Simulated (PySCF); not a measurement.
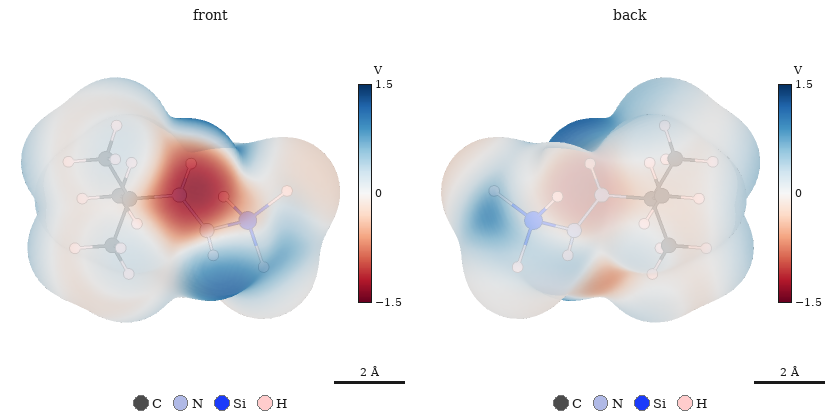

Figure. C4H14N2Si. The electrostatic potential painted on the density surface at 0.001 e/bohr³, seen from the front and from behind; red is negative and blue positive.

Geometry: GFN2-xTB.

All numbers below come from PBE0/pcSseg-1, SCF density, gas phase, non-relativistic (PySCF 2.14.0).

```xyz
21

C    -0.7163    1.3120   -0.3325
C    -0.8293   -0.1480    0.1212
C    -1.9763   -0.2939    1.1233
C    -1.0718   -1.0532   -1.0884
N     0.3794   -0.6272    0.8102
N     1.5528   -0.5634    0.0040
Si    2.8907    0.4676    0.3207
H    -0.5458    1.9630    0.5235
H     0.1148    1.4235   -1.0244
H    -1.6310    1.6252   -0.8296
H    -2.0092   -1.3108    1.5046
H    -1.8414    0.3851    1.9628
H    -2.9237   -0.0645    0.6433
H    -1.1164   -2.0915   -0.7700
H    -0.2649   -0.9412   -1.8077
H    -2.0084   -0.7923   -1.5736
H     0.5246   -0.0683    1.6464
H     1.7334   -1.4832   -0.3763
H     3.7756    0.2313   -0.8155
H     2.3624    1.8330    0.3768
H     3.5920    0.2138    1.5911
```

> Which sites attract a positive test charge, and which a negative one?

A positive charge is drawn to the negative regions and a negative charge to the positive ones. The most negative region (about −1.3 V) lies over N5, the most positive (about +1.2 V) over Si7, H17 and H18. N5 is the likeliest acceptor of a hydrogen bond.

> What dipole moment does the calculation give?

Its dipole moment is 0.31 D.
